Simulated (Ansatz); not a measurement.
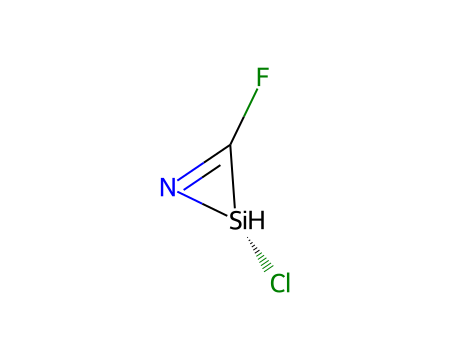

Structural formula above. The geometry was computed by an optimisation with PBE0-D4/def2-TZVP.

What does the molecule look like in three dimensions?

The molecule is CHClFNSi. As SMILES it reads `FC1=N[Si@H]1Cl`. Independent rings (smallest set): 1 of 3 members. Among its groups: imine, C–F bond, Si–H bond, Si–N bond. The point group is C1. Coordination, clear cases only: 1 C T-shaped.

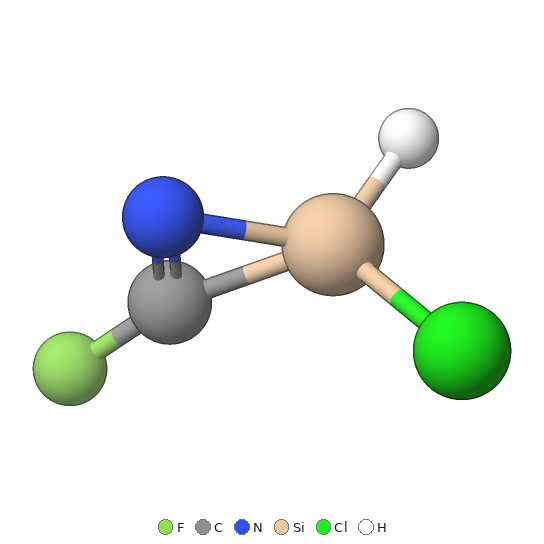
